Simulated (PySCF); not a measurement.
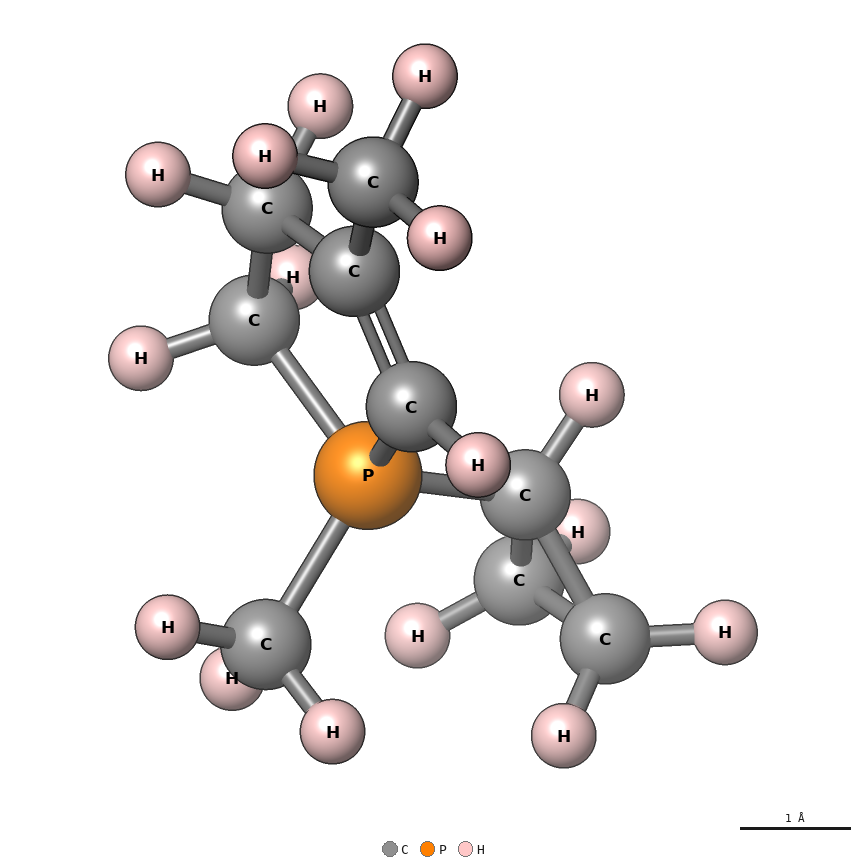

Atoms fade into the background with distance from the viewer. The species has charge +1 and is a spin singlet. The geometry was computed by an optimisation with PBE0-D3(BJ)/def2-SVP. No frequency run is at hand to confirm it as a minimum. Masses are those of the most abundant isotopes; constants are for the rigid equilibrium geometry.

Q: Classify the rotor and give the rotational constants (cm⁻¹).

A: An asymmetric top (C1): A = 0.0735, B = 0.0232, C = 0.0225 cm⁻¹. Ray's parameter κ is −0.97, close to the prolate limit.
